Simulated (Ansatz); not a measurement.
The starting structures come from a database of crystals and need not be the phases stable at ambient conditions.

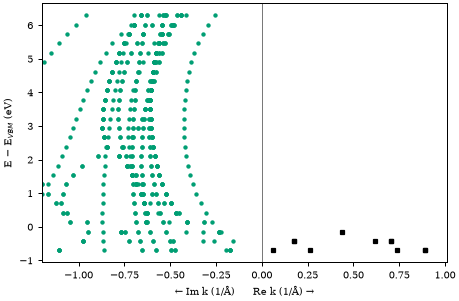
*Complex bands at the centre of the two-dimensional zone; r2SCAN (Ansatz, an electronic-structure program)*

The gap is the functional's own, uncorrected, and κ follows it; spin-orbit coupling is left out. Mid-gap values are interpolated between the computed energies.

### Question
This is HfSiO₄ (I4_1/amd, not sure to be the ambient phase, 12 atoms a cell, 10.7 Å³ an atom, 2 GPa at this level) along the normal of (001). Read off the slowest decay at the centre of the two-dimensional zone at 2.94 eV, the computed energy nearest the middle of the gap.

### Answer
κ ≈ 0.43 1/Å, a decay length 1/(2κ) of the density of 1.2 Å.
